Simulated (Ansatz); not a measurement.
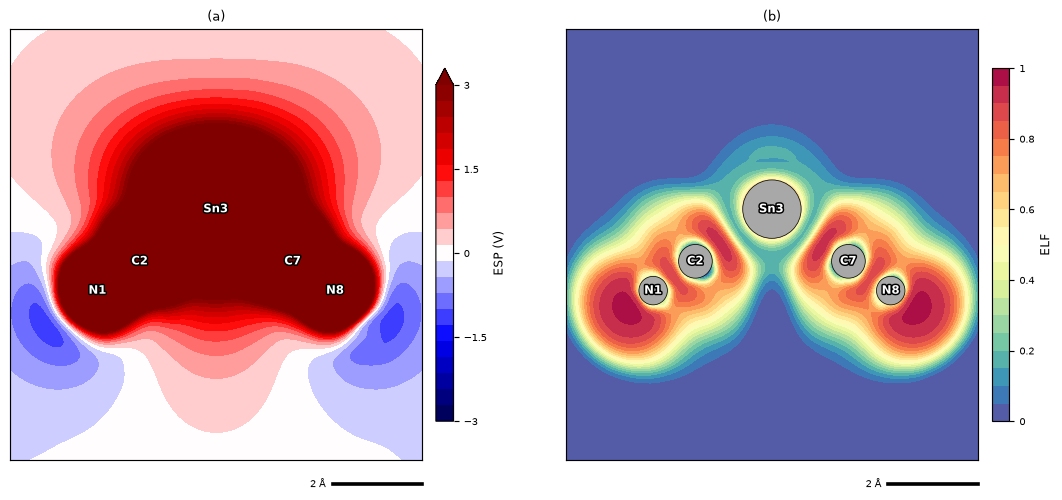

Figure. C3FN3Sn (SMILES N#[C][Sn]([F])([C]#N)[C]#N). (a) electrostatic potential; (b) electron localisation function on the plane of atoms C2, Sn3 and C7. Grey discs cover the atomic cores in the ELF map.

Geometry: PBE0-D4/def2-TZVP; core potentials replace the inner electrons of Sn.

Theory: RKS PBE0-D4/def2-TZVPP in Ansatz.

```
atom    x (Å)    y (Å)    z (Å)
   N   2.4711   0.1975   1.9181
   C   1.6586   0.1353   1.1055
  Sn   0.1737   0.0200  -0.3345
   F   1.0079   0.1593  -2.0198
   C  -1.1629   1.5943  -0.1702
   N  -1.9100   2.4630  -0.0628
   C  -0.7999  -1.8075  -0.2718
   N  -1.3464  -2.8190  -0.2204
```

Q: Interpret the plot.

A:
- Atoms in the plane: N, C and Sn.
- C–N (1.15 Å): the ELF peaks at about 0.90 between the atoms: a multiple bond.
- C–Sn (2.07 Å): the ELF peaks at about 0.90 in the valence shell of C, 0.7 Å from its nucleus, and drops to about 0.20 between the two atoms.
- The ELF also peaks beside N8 and N1, away from the bonds: lone-pair regions.
- Outside the dense part of the molecule the potential is most negative (−1.2 V) near N1 and N8.
